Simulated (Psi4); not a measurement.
# wB97M-V/cc-pVDZ (sweep point 5) run of SiHF3 (SMILES F[SiH](F)F)

Aim: the vertical electron affinity of SiHF3 at wB97M-V/cc-pVDZ (sweep point 5), from 2 runs. 

Program for the calculation: Psi4 1.11.

4 further runs of the same task are left out: 4 set aside as unsound or not needed.

### Step 1. The system as given

SiHF3 has 5 atoms, charge 0, and is taken as a singlet. SMILES: `F[SiH](F)F`. The coordinates come from a PBE0-D4/def2-TZVP relaxation.

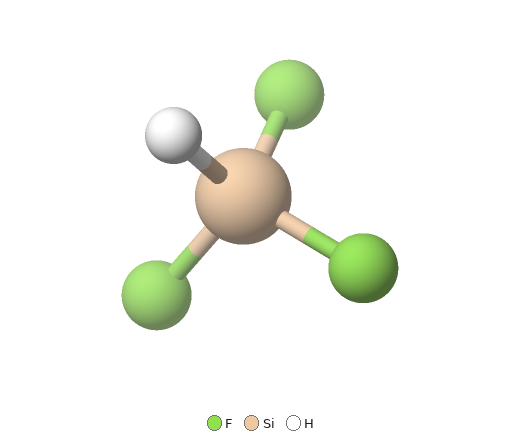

The structure, seen from a chosen angle (fluorine green, silicon light orange, hydrogen white).

### Step 2. The energy at wB97M-V/cc-pVDZ (sweep point 5)

The input, calc.dat:

```
memory 1600 mb

molecule m {
  0 1
  F     -0.447100    -0.082200     1.491300
  Si     0.040700     0.001700    -0.001800
  F     -0.597100     1.281400    -0.657200
  F     -0.495900    -1.263300    -0.767200
  H      1.499400     0.062400    -0.065100
  symmetry c1
}

set basis cc-pVDZ
set reference rks
set puream true
set scf_type pk
set dft_radial_points 75
set dft_spherical_points 302

energy('wb97m-v')
```

Started as:

```bash
$ psi4 -i calc.dat -o calc.out -n 1
```

calc.out (excerpt; [...] marks lines left out):

```text
[...]
  Running in c1 symmetry.
[...]
  Nuclear repulsion =  188.407850402666924
[...]
  Multiplicity = 1
[...]
  Nalpha       = 21
  Nbeta        = 21
[...]
    Number of basis functions: 65
[...]
   @RKS iter   1:  -589.61178146636314   -5.78799e-01   8.10018e-03 DIIS/ADIIS
[...]
   @RKS iter   7:  -589.70634223150057   -6.89295e-09   2.36694e-07 DIIS
[...]
    Orbital Energies [Eh]
    ---------------------
    Doubly Occupied:
       1A    -66.551961     2A    -24.938483     3A    -24.938476
       4A    -24.938434     5A     -5.570485     6A     -3.885941
       7A     -3.885939     8A     -3.881995     9A     -1.375327
      10A     -1.345867    11A     -1.345828    12A     -0.719482
      13A     -0.632952    14A     -0.632938    15A     -0.623755
      16A     -0.577693    17A     -0.577689    18A     -0.552137
      19A     -0.552114    20A     -0.534733    21A     -0.490741
[...]
  @RKS Final Energy:  -589.70634223150057
   => Energetics <=
    Nuclear Repulsion Energy =            188.4078504026669236
    One-Electron Energy =               -1194.3751830245616929
    Two-Electron Energy =                 455.6087843018667058
    DFT Exchange-Correlation Energy =     -39.5233392062248541
    Empirical Dispersion Energy =           0.0000000000000000
    VV10 Nonlocal Energy =                  0.1755452947522460
    Total Energy =                       -589.7063422315006846
[...]
 Multipole Moments:
 ------------------------------------------------------------------------------------
     Multipole            Electronic (a.u.)      Nuclear  (a.u.)        Total (a.u.)
 ------------------------------------------------------------------------------------
 L = 1.  Multiply by 2.5417464519 to convert [e a0] to [Debye]
 Dipole X            :         -1.7608101            2.2804039            0.5195937
 Dipole Y            :         -0.0732706            0.0949100            0.0216394
 Dipole Z            :          0.0762995           -0.0990473           -0.0227479
 Magnitude           :                                                    0.5205414
[...]
```

It took 22 s on 1 thread of AMD EPYC 9R45 (Zen 5), shared host; peak memory 0.76 GiB.

### Step 3. The doublet anion at the same level

The input, f3hsi.dat:

```
memory 1600 mb

molecule {
  -1 2
  F     -0.447100    -0.082200     1.491300
  Si     0.040700     0.001700    -0.001800
  F     -0.597100     1.281400    -0.657200
  F     -0.495900    -1.263300    -0.767200
  H      1.499400     0.062400    -0.065100
  symmetry c1
}

set {
  basis cc-pVDZ
  reference uks
  puream true
  scf_type pk
  dft_radial_points 75
  dft_spherical_points 302
  maxiter 150
}

E, wfn = energy('wb97m-v', return_wfn=True)
```

Started as:

```bash
$ psi4 -i f3hsi.dat -o f3hsi.out -n 1
```

f3hsi.out (excerpt; [...] marks lines left out):

```text
[...]
  Running in c1 symmetry.
[...]
  Nuclear repulsion =  188.407850402666924
[...]
  Multiplicity = 2
[...]
  Nalpha       = 22
  Nbeta        = 21
[...]
    Number of basis functions: 65
[...]
   @UKS iter   1:  -589.41451150075341   -3.81529e-01   9.72984e-03 DIIS/ADIIS
[...]
   @UKS iter  10:  -589.55475905630726   -1.01502e-07   3.90744e-07 DIIS
[...]
   @S^2 Observed:                7.517144054E-01
[...]
    Orbital Energies [Eh]
    ---------------------
    Alpha Occupied:
       1A    -66.245665     2A    -24.670322     3A    -24.670137
       4A    -24.669880     5A     -5.269459     6A     -3.583945
       7A     -3.583940     8A     -3.579910     9A     -1.112095
      10A     -1.085292    11A     -1.085044    12A     -0.463163
      13A     -0.378405    14A     -0.378287    15A     -0.365696
      16A     -0.322311    17A     -0.322201    18A     -0.297765
      19A     -0.297558    20A     -0.277755    21A     -0.240551
      22A      0.163151
    Alpha Virtual:
      23A      0.357952    24A      0.357968    25A      0.418077
[...]
  @UKS Final Energy:  -589.55475905630726
   => Energetics <=
    Nuclear Repulsion Energy =            188.4078504026669236
    One-Electron Energy =               -1205.5660360579599910
    Two-Electron Energy =                 467.1182974042548040
    DFT Exchange-Correlation Energy =     -39.6925080425393375
    Empirical Dispersion Energy =           0.0000000000000000
    VV10 Nonlocal Energy =                  0.1776372372702953
    Total Energy =                       -589.5547590563072617
[...]
 Multipole Moments:
 ------------------------------------------------------------------------------------
     Multipole            Electronic (a.u.)      Nuclear  (a.u.)        Total (a.u.)
 ------------------------------------------------------------------------------------
 L = 1.  Multiply by 2.5417464519 to convert [e a0] to [Debye]
 Dipole X            :         -2.4396496            2.2804039           -0.1592457
 Dipole Y            :         -0.1038559            0.0949100           -0.0089459
 Dipole Z            :          0.1002627           -0.0990473            0.0012154
 Magnitude           :                                                    0.1595014
[...]
```

It took 31 s on 1 thread of AMD EPYC 9R45 (Zen 5), shared host; peak memory 0.76 GiB.

### Step 4. What came out

At wB97M-V/cc-pVDZ (sweep point 5):

```
                                         quantity          value
                      singlet SiHF3: total energy  -589.70634 Eh
                     singlet SiHF3: dipole moment         1.32 D
                       singlet SiHF3: HOMO energy      -13.35 eV
                       singlet SiHF3: LUMO energy        3.60 eV
                     singlet SiHF3: HOMO–LUMO gap       16.96 eV
                      doublet anion: total energy  -589.55476 Eh
doublet anion: HOMO energy (highest over α and β)        4.44 eV
 doublet anion: LUMO energy (lowest over α and β)        9.74 eV
                              doublet anion: ⟨S²⟩          0.752
vertical electron affinity (to the doublet anion)      -4.125 eV
```

**Reading.** The anion lies 4.12 eV (95 kcal/mol) above the neutral: the electron isn't bound at this level, and such a value depends on the basis. Without diffuse functions anions come out too high. The HOMO (doublet anion) lies at positive energy, 4.44 eV; only total energies tell whether the electron is bound.
